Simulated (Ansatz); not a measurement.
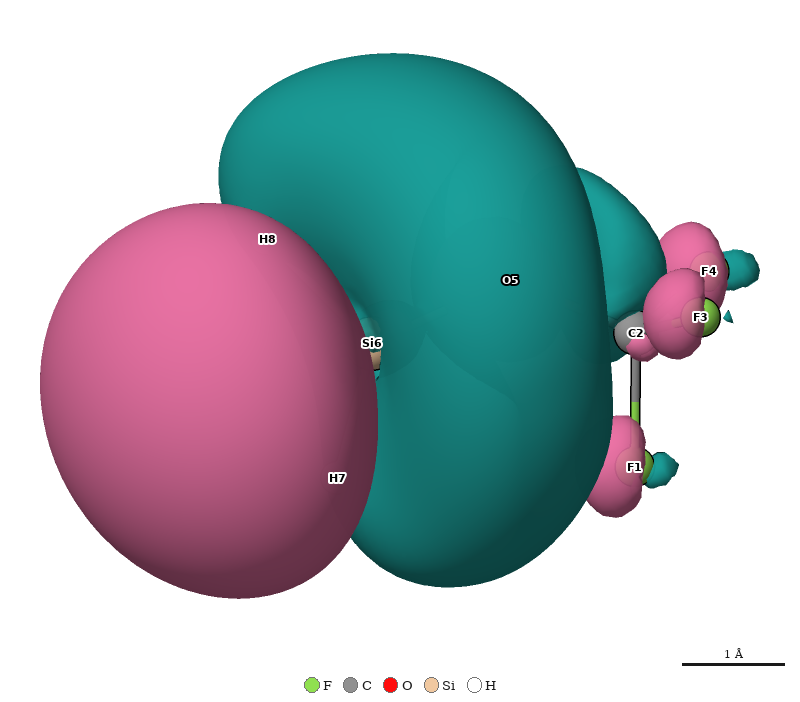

Figure. CH$_{2}$F$_{3}$OSi (doublet). One frontier orbital at ±0.05 Å⁻³ᐟ² (teal and pink are the two phases), seen at a tilt.

Geometry: PBE0-D4/def2-TZVP.

Computed with UKS PBE0-D4/def2-TZVPP (Ansatz 0.2.0).

```csv
atom,x (Å),y (Å),z (Å)
F,0.4883,-1.6202,0.3763
C,1.0380,-0.5043,-0.1250
F,1.8727,-0.0287,0.8056
F,1.7590,-0.8445,-1.1844
O,0.1213,0.3954,-0.4739
Si,-1.2255,0.8878,0.4036
H,-2.1350,-0.2723,0.6057
H,-1.8267,1.9295,-0.4638
```

Q: Which orbital is it: HOMO (α) or LUMO (α)?

A: The LUMO (α), at −0.34 eV. By Hirshfeld shares it lies mainly on Si6 (about 70 %), O5 (about 10 %), H8 (about 10 %) and H7 (about 10 %).
